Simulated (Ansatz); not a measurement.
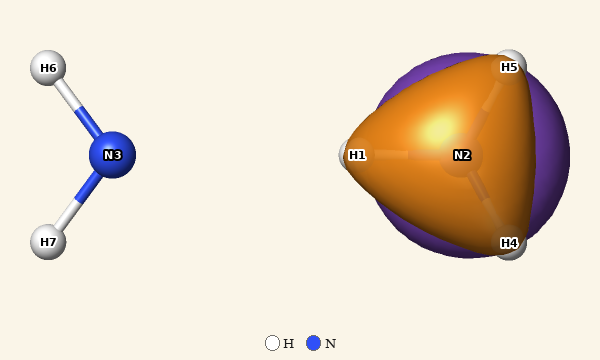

The picture shows: NH3···NH2 (doublet). The HOMO (α) at ±0.2 Å⁻³ᐟ² (orange and purple are the two phases), seen across its widest extent.

The reactant side of a reaction path; geometry: PBE0-D4/def2-TZVP.

All numbers below come from UKS PBE0-D4/def2-TZVPP in Ansatz 0.2.0.

Input file:

```
crystal:
  periodic: [false, false, false]
  atoms:
    - {symbol: H, position_ang: [0.049343, 0.069143, -0.592441]}
    - {symbol: N, position_ang: [-0.126882, 0.308819, -1.564576]}
    - {symbol: N, position_ang: [-0.002365, -0.259487, 1.653346]}
    - {symbol: H, position_ang: [-0.068567, -0.549581, -2.098790]}
    - {symbol: H, position_ang: [0.640332, 0.894444, -1.871284]}
    - {symbol: H, position_ang: [0.108007, 0.484669, 2.350544]}
    - {symbol: H, position_ang: [-0.599969, -0.948007, 2.123301]}
basis:
  gaussian: {orbitals: def2-TZVPP}
magnetization: {spin_polarized: true, initial_magnetization: 1}
hamiltonian: {xc: pbe0, dispersion: d4}
output: {orbitals: {seedname: orbitals}}
```

Launched as:

```sh
ansatz run in.yaml --threads 2 --pin off --events-out ev --progress --plain --max-ram 4352MiB
```

### Describe this orbital and give its energy.

By Hirshfeld shares it lies mainly on N2 (about 80 %), H4 (about 5 %), H5 (about 5 %) and H1 (about 5 %); largely a lone pair of N2. Its energy is −7.00 eV.
